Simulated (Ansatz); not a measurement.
## MoS2: pressure series

Start from MoS$_{2}$ in the 2H-MoS2 type structure (space group P6_3/mmc, No. 194; layered, stacked along the Cartesian z axis).

MoS2 is taken in the hexagonal space group P6₃/mmc (No. 194), Pearson symbol hP6. Conventional cell: a = 3.1494 Å, b = 3.1494 Å, c = 12.0915 Å, α = 90.00°, β = 90.00°, γ = 120.00°. Mo on 2c sees 6 S at 2.400 Å (trigonal prismatic). S on 4f sees 3 Mo at 2.400 Å (trigonal pyramidal). (Neighbours: up to the widest gap in distance over summed covalent radii, below 1.35, at either atom; cation-cation and far metal-metal contacts left out.)

Cell and atoms are relaxed at each pressure.

Levels (all Ansatz, an electronic-structure program, PAW, earlier PAW set): PBE-D3(BJ) (420 eV, no spin-orbit coupling); r2SCAN+rVV10 (500 eV, scalar-relativistic without spin-orbit coupling).

The base cell above is that of PBE-D3(BJ); each level relaxes its own structures.

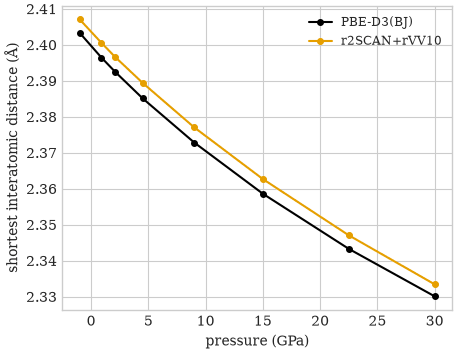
*Shortest interatomic distance under two levels*

**Question.** How do the two levels compare along the series?

**Answer.** PBE-D3(BJ) lies below r2SCAN+rVV10 in every row, by 0.003 Å to 0.004 Å. They put the cases in the same order.

The mesh was chosen for an insulator and is coarse for the gapless case. Load acts through the strain it causes; cell and atoms are relaxed under it. No phonon test of stability was made. No other phases were tried under pressure. The final runs are not spin-polarised.
